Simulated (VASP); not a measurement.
Band structure of AlV2C (space group P6_3/mmc). Level of theory: PBE GGA, VASP's PBE PAW potentials (set 64) (plane waves; VASP 6.6.1).

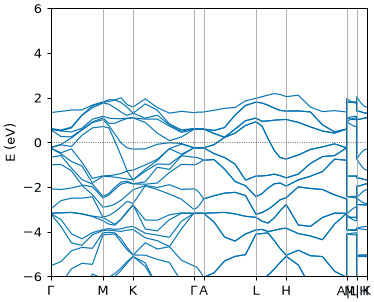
Fig. 1. Bands along high-symmetry lines, zero at the valence-band maximum or, without a gap, the Fermi level

Task: Read the plot: is there a gap, and where are the band edges?

Result: It has no gap at this level: it comes out as a metal or semimetal.

The structure comes from a computed database's AlV2C entry; how it stands against other phases isn't given here. The cell was not relaxed at this level. The run is one of a series of settings (NBANDS = 39 against the base run), some of them coarse on purpose. The run is not spin-polarised, so no magnetic state was tried.
